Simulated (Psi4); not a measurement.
Intermolecular potential of HF ··· HBr (SMILES F and Br). Monomers: optimised at B3LYP-D3(BJ) (def2-TZVP), held rigid. Orientation: a higher rigid-body minimum at GFN2-xTB. Only R, the distance of the centres of mass, is varied, so the lowest point isn't the relaxed dimer.

Geometry at R = 3.19 Å (first 2 atoms: monomer A):
```
4

F      0.4622     0.0000     0.0000
H     -0.4622     0.0000     0.0000
Br    -1.6767     0.6206     2.3434
H     -0.2771     0.7238     2.5897
```

Computed with Psi4 1.11 with SAPT0/jun-cc-pVDZ, frozen core.

Components in kcal/mol:

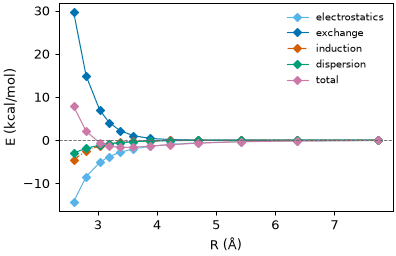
Fig. 1. Components of the interaction energy.

```csv
R / Å,electrostatics,exchange,induction,dispersion,total
2.59,-14.23,29.58,-4.53,-3.00,7.82
2.80,-8.48,14.89,-2.48,-1.89,2.04
3.03,-5.14,6.95,-1.30,-1.15,-0.64
3.19,-3.80,4.07,-0.84,-0.82,-1.39
3.37,-2.82,2.23,-0.52,-0.57,-1.69
3.60,-2.02,1.03,-0.29,-0.36,-1.65
3.88,-1.43,0.40,-0.15,-0.22,-1.39
4.21,-0.99,0.13,-0.08,-0.12,-1.06
4.69,-0.63,0.02,-0.03,-0.06,-0.69
5.41,-0.34,0.00,-0.01,-0.02,-0.37
6.37,-0.17,0.00,0.00,-0.01,-0.19
7.73,-0.08,0.00,0.00,0.00,-0.08
```
